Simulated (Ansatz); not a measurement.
```yaml
atoms:
  - { symbol: Al, position_ang: [-1.2272, 0.0000, 0.4816] }
  - { symbol: H, position_ang: [2.0379, 0.0000, 1.6405] }
  - { symbol: Cl, position_ang: [2.0253, 0.0000, 0.3421] }
  - { symbol: Cl, position_ang: [-1.4692, 0.0000, -1.6750] }
```

These are results of Ansatz 0.2.0, RKS PBE/def2-SVP, not measurements.

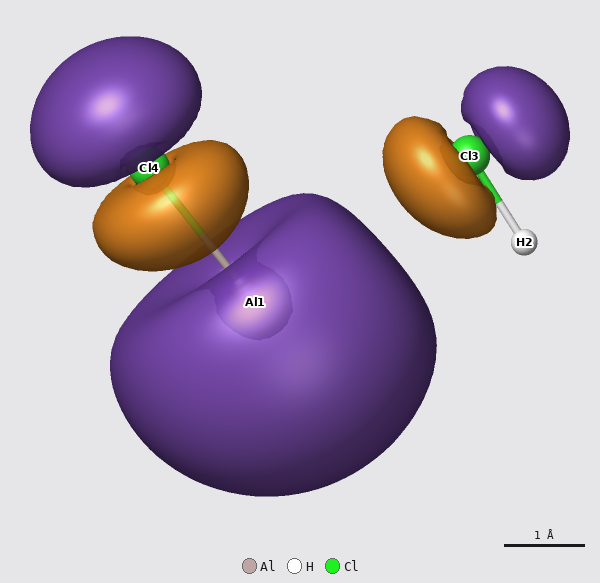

AlCl···HCl. One frontier orbital at ±0.06 Å⁻³ᐟ² (orange and purple are the two phases), seen across its widest extent.

Which orbital is it: HOMO or LUMO?

Answer. The HOMO, at −5.59 eV. It lies mainly on Al1 (about 75 %) and Cl4 (about 20 %); it is symmetric in the molecular plane (an in-plane orbital: σ, lone-pair or in-plane π type).
